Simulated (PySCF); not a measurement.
**C₂H₁₁NSi₂ (SMILES CN[SiH2]C[SiH3]): density, localisation and related maps**

```xyz
16

C    -1.9712    0.3162    0.9694
N    -1.3452    0.6423   -0.2897
Si   -0.2846   -0.4080   -1.1446
C     1.1076   -0.9497    0.0271
Si    2.0498    0.4456    0.9007
H    -2.2127    1.2309    1.5156
H    -2.8935   -0.2643    0.8450
H    -1.2785   -0.2698    1.5688
H    -1.9348    1.2432   -0.8451
H     0.2061    0.4193   -2.2485
H    -0.9169   -1.6297   -1.6875
H     1.8180   -1.5380   -0.5540
H     0.7073   -1.6321    0.7779
H     3.0954   -0.1465    1.7482
H     2.6873    1.3208   -0.0855
H     1.1581    1.2287    1.7584
```

Geometry: GFN2-xTB.

These are results of CAM-B3LYP/def2-SVPD, SCF density, gas phase (PySCF), not measurements.

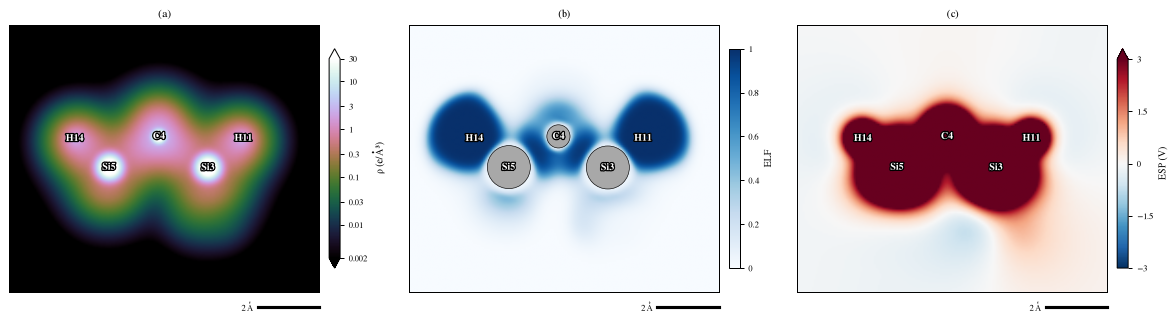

Figure 1. (a) electron density; (b) electron localisation function; (c) electrostatic potential on the plane of atoms C4, Si5 and H14. Grey discs cover the atomic cores in the ELF map.

> Interpret the plot.

Atoms in the plane: Si, C and H.
C–Si (1.90 Å): the density is about 0.91 e/Å³ at the midpoint; the ELF peaks at about 0.95 between the atoms; localised, covalent bonding.
Si–H (1.48 Å): the density is about 0.78 e/Å³ at the midpoint; the ELF climbs to about 1 towards the hydrogen, as it does in any bond to H.
Outside the dense part of the molecule the potential is most negative (−0.7 V) near N2, which lies off the plane.

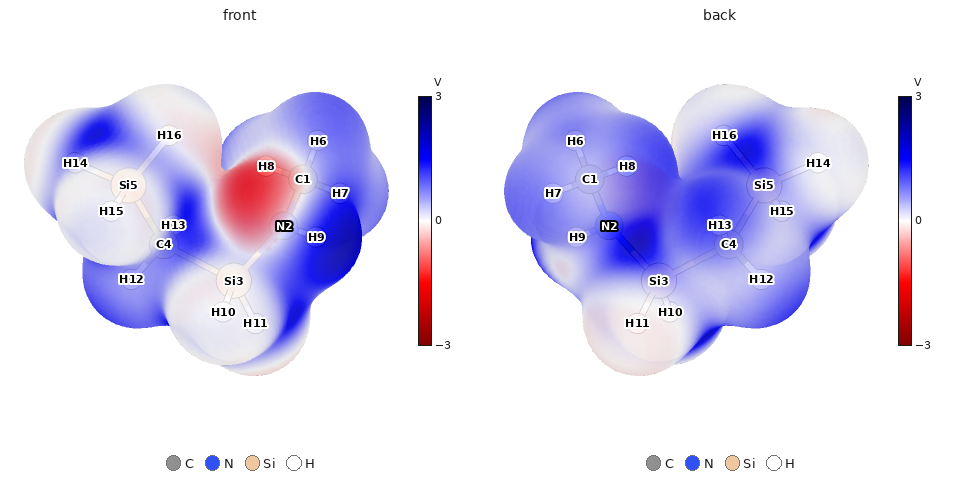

Figure 2. The electrostatic potential painted on the density surface at 0.004 e/bohr³, seen from the front and from behind; the colour scale runs from red (negative) to blue (positive).

> Where is the surface potential most negative and most positive?

The most negative region (about −1.3 V) lies over N2, the most positive (about +2.0 V) over H9. N2 is the likeliest acceptor of a hydrogen bond.

> What dipole moment does the calculation give?

Its dipole moment is 1.15 D.
